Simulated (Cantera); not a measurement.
Charge: 1 mol Ta2O5, 3.4 mol CH4, 0.029 mol CO, held at 2.40 mbar.

Equilibrium computed with Cantera from the NASA thermochemical tables; the gas is ideal and each condensed phase is pure. Candidate condensed phases: C, C6H6, C7H8, C8H18, H2O, Ta, TaC, Ta2O5; 113 gas species. Mutual solubility and eutectic melting of coexisting phases are not modelled. TaC: taken at fixed stoichiometry. Condensed phases not in the tables: Ta2C, N, O or C dissolved in the metal. Kinetics and transport are ignored.

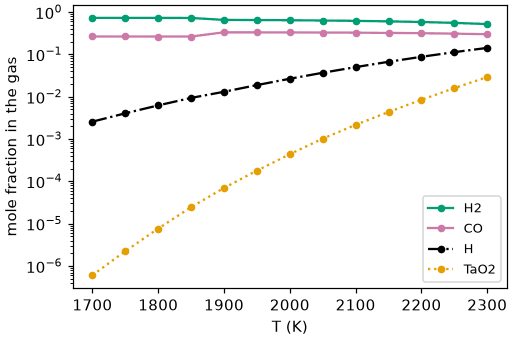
*Equilibrium gas composition (values under 1e-9 drawn at 1e-9)*

From 1700 K to 1850 K the condensed part is TaC(s) + Ta2O5(s). From 1900 K to 2050 K the condensed part is Ta(s) + Ta2O5(s). From 2100 K to 2300 K the condensed part is Ta(s) + Ta2O5(l). The main Ta-bearing gas is TaO2 throughout.
